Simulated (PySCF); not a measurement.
C5H9ClFSi: EPR calculation

- system: C5H9ClFSi, multiplicity 2
- method: UKS B3LYP, pcH-1 on C Cl F H Si, non-relativistic, mean-field spin-orbit, GIAO (PySCF 2.14.0)

It belongs to a series of runs on one base structure; here: H removed from Si.

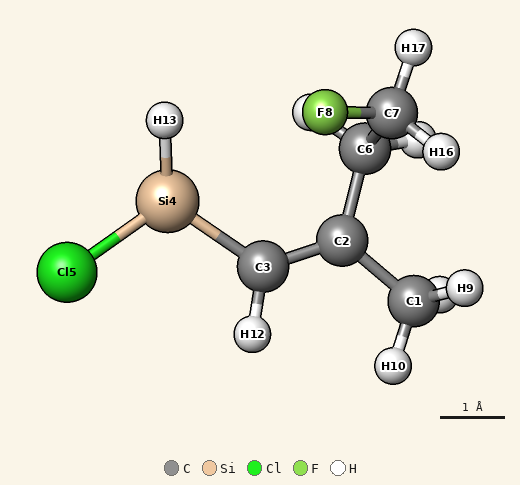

**Figure 1.** The input geometry (ball-and-stick view, seen at a tilt; atoms are numbered from 1 in the order of the input). Bond lengths as drawn: Cl–Si 2.04 Å, C–C 1.34 to 1.53 Å, C–F 1.37 Å, C–H 1.09 to 1.10 Å, C–Si 1.84 Å and H–Si 1.45 Å.

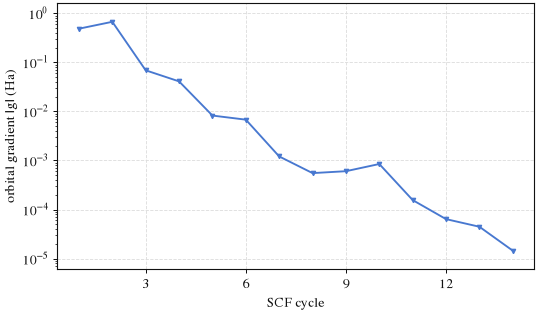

**Figure 2.** Convergence of the self-consistent field: orbital gradient |g| against the SCF cycle. All cycles printed in the log are drawn one after another.

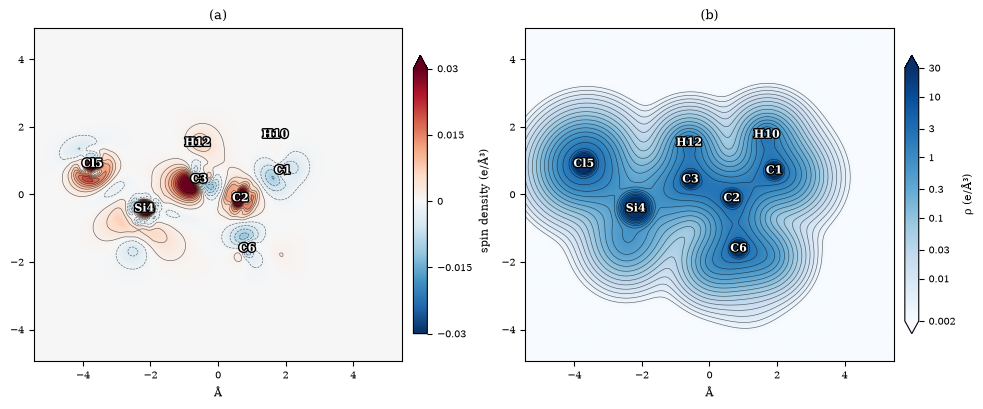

**Figure 3.** (a) spin density; (b) total electron density on the plane of atoms C1, C2 and C3. Atoms in the plane: C, Si, Cl and H. C–C (1.34 Å): ρ at the midpoint is about 2.3 e/Å³. C–Si (1.84 Å): ρ at the midpoint is about 0.98 e/Å³. C–H (1.09 Å): ρ is about 2 e/Å³ halfway. The unpaired spin (1 electron) lies mostly on Si4 (about 0.7), C2 (about 0.1) and Cl5 (about 0.1), in electrons by Hirshfeld's partition.

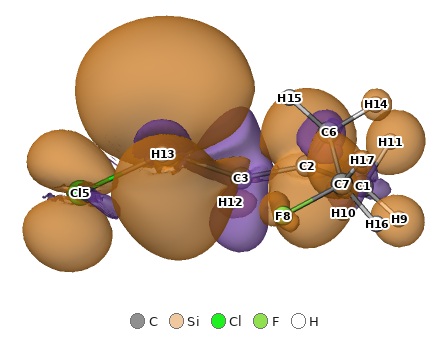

**Figure 4.** Isosurfaces of the spin density (α minus β) at +0.003 (orange) and −0.003 e/Å³ (purple), seen from the side. The unpaired spin (1 electron) lies mostly on Si4 (about 0.7), C2 (about 0.1) and Cl5 (about 0.1), in electrons by Hirshfeld's partition.

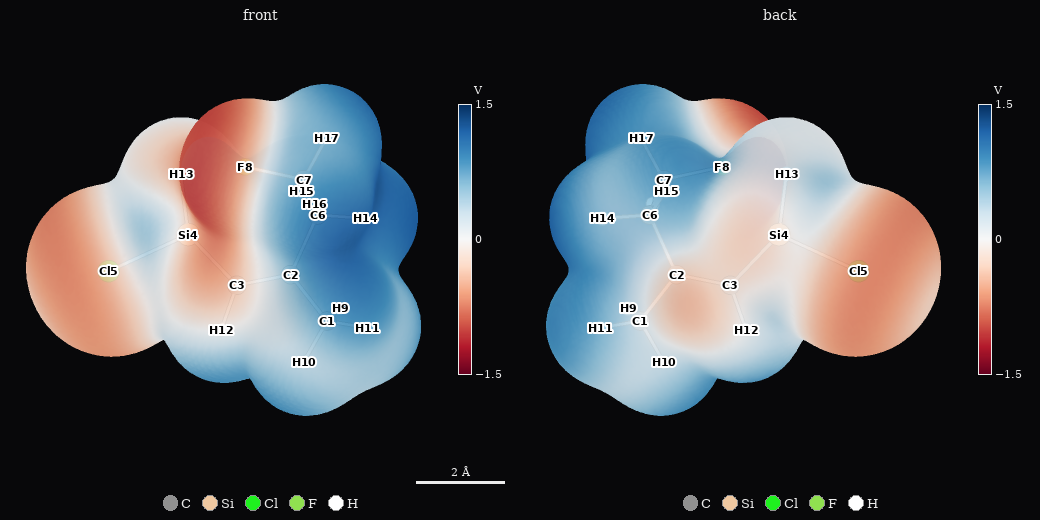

**Figure 5.** The electrostatic potential painted on the density surface at 0.002 e/bohr³, seen at a tilt and from behind; the colour scale runs from red (negative) to blue (positive).

The input that produced these results follows, with the program's output.

### Input
```
{"job": {"kind": "epr", "basis": "pcH-1"}, "charge": 0, "multiplicity": 2}
C     -1.607977    -0.994443     0.870254
C     -0.273669    -0.544045     0.360859
C      0.455435    -1.282991    -0.494309
Si     2.141002    -0.920580    -1.141646
Cl     2.690667    -2.283999    -2.553426
C      0.179453     0.806277     0.838199
C     -0.306263     1.929370    -0.076061
F      0.288489     1.844171    -1.311789
H     -2.378886    -0.259468     0.636916
H     -1.894825    -1.946811     0.432891
H     -1.579965    -1.105185     1.955584
H      0.052958    -2.251375    -0.774894
H      2.602690     0.390629    -1.544754
H     -0.218425     1.005751     1.835091
H      1.270131     0.838183     0.877194
H     -1.386193     1.873324    -0.246009
H     -0.041619     2.913224     0.325989
```

The first line tells a small driver script what to run in PySCF; the rest is the geometry in Å.

Launched with:
```bash
OMP_NUM_THREADS=1 python <driver script> task.json out
```

### Log
```
UKS, coarse grid
  cycle   1  E = -1045.40813035  |g| = 4.86e-01
  cycle   2  E = -1045.32145671  |g| = 6.72e-01
  cycle   3  E = -1045.50391038  |g| = 6.89e-02
  cycle   4  E = -1045.50543370  |g| = 4.10e-02
  cycle   5  E = -1045.50615927  |g| = 8.24e-03
  cycle   6  E = -1045.50618713  |g| = 6.80e-03
  cycle   7  E = -1045.50621366  |g| = 1.21e-03
  cycle   8  E = -1045.50621464  |g| = 5.53e-04
UKS, final grid
  cycle   1  E = -1045.50612783  |g| = 6.05e-04
  cycle   2  E = -1045.50612771  |g| = 8.48e-04
  cycle   3  E = -1045.50612805  |g| = 1.56e-04
  cycle   4  E = -1045.50612807  |g| = 6.38e-05
  cycle   5  E = -1045.50612808  |g| = 4.46e-05
  cycle   6  E = -1045.50612808  |g| = 1.45e-05
E = -1045.50612808 Eh   <S^2> = 0.7582 (exact 0.7500)
g shifts (ppm)      1          2          3
  rmc          -158       -158       -158
  gc             19         57         54
  oz_so        -147       2550       5767
  total        -286       2449       5663
hyperfine (MHz)  atom isotope    a_iso     a_fc   dipolar eigenvalues
    0   13C      -5.01      -5.01     -0.62     -0.08      0.70
    1   13C      19.49      19.55    -18.29    -17.20     35.48
    2   13C      15.84      15.82    -15.73      3.55     12.18
    3  29Si    -406.33    -407.06   -156.98     77.88     79.10
    4  35Cl      14.94      14.75    -17.17    -15.06     32.23
    5   13C      -5.96      -5.96     -0.72      0.24      0.47
    6   13C      12.69      12.69     -1.01     -0.81      1.82
    7   19F      19.18      19.19     -5.61     -5.39     11.00
    8    1H      18.07      18.06     -1.42     -1.32      2.75
    9    1H       0.68       0.68     -1.25     -1.19      2.45
   10    1H      27.43      27.42     -1.43     -1.09      2.52
   11    1H       8.22       8.21     -3.62     -0.54      4.15
   12    1H      60.05      60.02     -8.89      1.31      7.58
   13    1H       7.00       7.00     -1.50     -0.96      2.46
   14    1H       2.80       2.80     -3.26     -1.18      4.44
   15    1H      -0.45      -0.45     -1.28     -0.84      2.12
   16    1H       4.48       4.48     -0.86     -0.68      1.54
```

### Key numbers

- outcome: converged
- total energy: −1045.506128 hartree
- ⟨S²⟩: 0.758
- isotropic g: 2.0049
- hardware: 1 CPU thread, shared host
- wall time: 2.2 min
- peak memory: 1.1 GiB
